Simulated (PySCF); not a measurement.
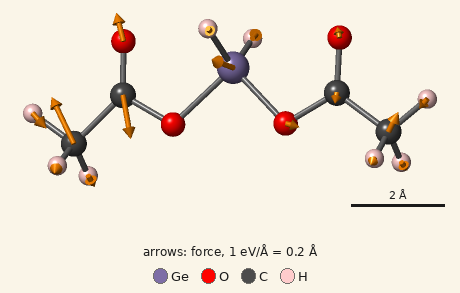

Starting geometry of C₄H₈GeO₄ with the computed forces as orange arrows. The picture is a ball-and-stick view, seen at a tilt.

The start comes from GFN2-xTB. Its atoms were then displaced at random by about 0.03 Å.

Level of theory: PBE0-D3(BJ)/def2-SVP geometry optimisation, gas phase (PySCF). 

What follows when this structure is relaxed?

It isn't relaxed: the largest force vector, on a C atom, is 5.81 eV/Å. The final displacements follow the starting forces only in part (cosine between the two patterns 0.59). The largest move after the best rigid fit is that of the Ge atom, 0.097 Å. By element the largest moves are Ge 0.097 Å, H 0.094 Å, C 0.090 Å, O 0.069 Å. Near-neighbour distances that change, for instance: Ge–H 1.620 → 1.520 Å, Ge–H 1.423 → 1.520 Å, C–H 1.190 → 1.095 Å, Ge–O 1.778 → 1.846 Å. Bond angles that change, for instance: C–C–H 102.3° → 110.1°, C–C–O 132.2° → 124.9°, O–C–C 107.8° → 114.7°. The energy falls by 79.5 kJ/mol in 9 geometry steps.
